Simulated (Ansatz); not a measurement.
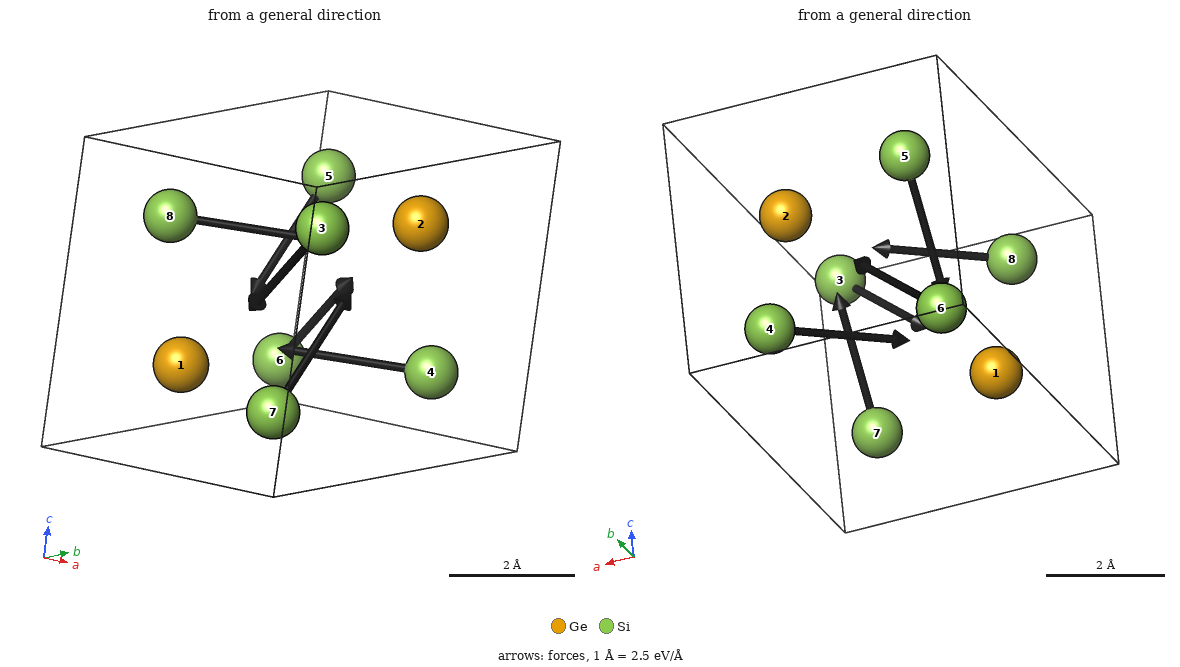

Structure drawing (spheres-only), viewed from two general directions. The frame is the simulation cell; atoms at its boundary are shown with their periodic copies. The arrows are the computed forces on the atoms.

System: Si$_{3}$Ge. Setup: DFT, PAW plane waves, PBE (Ansatz 0.2.0); an energy cutoff of 420 eV, a 7×7×7 mesh of k-points, Fermi-Dirac smearing of 0.1 eV, no spin polarisation.

Has this structure been optimised to equilibrium?

Answer. No. The atoms still feel forces of up to about 5.2 eV/Å, far above a usual threshold of 0.01 to 0.03 eV/Å.

Provenance: a generated cell, made by putting these elements into a known structure type (the compound may or may not exist in this form); not relaxed. It went into a calculation with Ansatz.
